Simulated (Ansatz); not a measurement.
Band structure of SrTe (Fm-3m, 2 atoms in the cell).

```xyz
2
Lattice="0.0000 3.3360 3.3360 3.3360 0.0000 3.3360 3.3360 3.3360 0.0000" Properties=species:S:1:pos:R:3 pbc="T T T"
Sr     0.0000     0.0000     0.0000
Te     3.3360     3.3360     3.3360
```

Level of theory: PBE, PAW files (plane waves; Ansatz, a quantum-chemistry and plane-wave program).

Settings: basis.ecutwfc = 30.9 Ry; kpoints.mp_grid.grid = 9 9 9; hamiltonian.xc = pbe; hamiltonian.pseudopotentials = {kind: paw} (an earlier, softer set of the program's PAW files); scf.occupations.method = fermi_dirac; scf.occupations.width = 0.0007 Ry; kpoints.band_path.npoints = 8.

The starting cell has typed, rounded lattice constants, without a prior relaxation at this level. Its lattice was rescaled by a random factor within 2.5 % of one. Spin-orbit coupling is off.

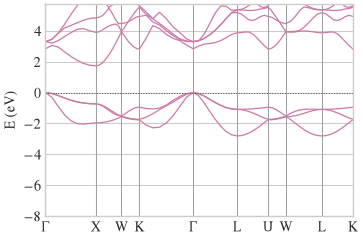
Fig. 1. Bands along the path, energies from the top of the valence band on the path.

Q: Read off roughly the gap and where its edges lie.

A: The gap along the path is about 1.7 eV (computed: 1.73 eV), from Γ to X; the smallest direct gap on it is 2.46 eV.

Levels in eV from the top of the valence band on the path, bands 10 to 16:
```csv
point,10,11,12,13,14,15,16
Γ,-9.96,0.00,0.00,0.00,2.84,3.30,3.30
X,-9.51,-1.96,-0.73,-0.73,1.73,3.90,4.85
W,-9.41,-1.56,-1.56,-1.50,3.94,3.94,4.48
K,-9.43,-1.77,-1.73,-0.94,2.82,4.93,5.54
L,-9.33,-2.81,-1.09,-1.09,3.87,5.18,5.36
U,-9.43,-1.77,-1.73,-0.94,2.82,4.93,5.54
```

Keys are those of Ansatz 0.2.
